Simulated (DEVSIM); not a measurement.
System: Mo/SiON/p-InP capacitor, at 300 K.

| layer (left to right) | material | thickness (nm) | Na (cm⁻³) |
|---|---|---|---|
| 1 | SiON | 23.0 | - |
| 2 | InP | 3300 | 3.6e16 |

Metal gate on the left, work function 4.6 eV. Fixed charge at the semiconductor interface 8.2e11 cm⁻² (in units of +e); no interface traps.

The device is made up for the run: typed textbook-type constants, with dimensions and the other settings drawn at random. Values at 300 K.

```csv
parameter,SiON,InP
gap (eV),7,1.344
affinity (eV),1.4,4.38
permittivity,5.5,12.5
Nc (cm⁻³),-,5.7e17
Nv (cm⁻³),-,1.1e19
```

DEVSIM, 1D Poisson equation in equilibrium, Boltzmann statistics, complete ionisation; no quantum confinement or tunnelling. Metal contacts follow the ideal Schottky-Mott rule: no Fermi-level pinning, no interface dipoles.

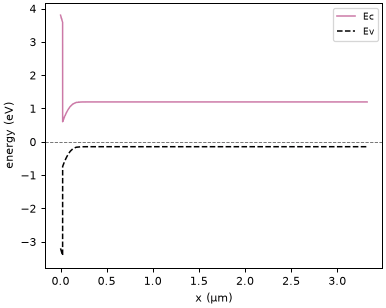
Figure. Band edges at -0.6 V on the gate

Energies count from the Fermi level of the right contact; mesh points crowd at the junctions.

```csv
x (μm),Ec (eV),Ev (eV),n (cm⁻³),p (cm⁻³),field (V/cm)
0.000,3.800,-3.200,< 1e2,< 1e2,-95000
0.001475,3.786,-3.214,< 1e2,< 1e2,-95000
0.004815,3.754,-3.246,< 1e2,< 1e2,-95000
0.01150,3.691,-3.309,< 1e2,< 1e2,-95000
0.01975,3.613,-3.387,< 1e2,< 1e2,-95000
0.02217,3.590,-3.410,< 1e2,< 1e2,-95000
0.02336,0.605,-0.739,4.0e7,4200000,77000
0.02666,0.630,-0.714,1.5e7,1.1e7,75000
0.03307,0.677,-0.667,2400000,6.8e7,72000
0.04895,0.784,-0.560,38000,4.3e9,63000
0.08506,0.979,-0.365,< 1e2,8.2e12,45000
0.2219,1.194,-0.150,< 1e2,3.4e16,770
0.4884,1.196,-0.148,< 1e2,3.6e16,≈ 0
1.110,1.196,-0.148,< 1e2,3.6e16,≈ 0
2.514,1.196,-0.148,< 1e2,3.6e16,≈ 0
2.977,1.196,-0.148,< 1e2,3.6e16,≈ 0
3.180,1.196,-0.148,< 1e2,3.6e16,≈ 0
3.262,1.196,-0.148,< 1e2,3.6e16,≈ 0
3.305,1.196,-0.148,< 1e2,3.6e16,≈ 0
3.316,1.196,-0.148,< 1e2,3.6e16,≈ 0
3.321,1.196,-0.148,< 1e2,3.6e16,≈ 0
3.323,1.196,-0.148,< 1e2,3.6e16,≈ 0
```
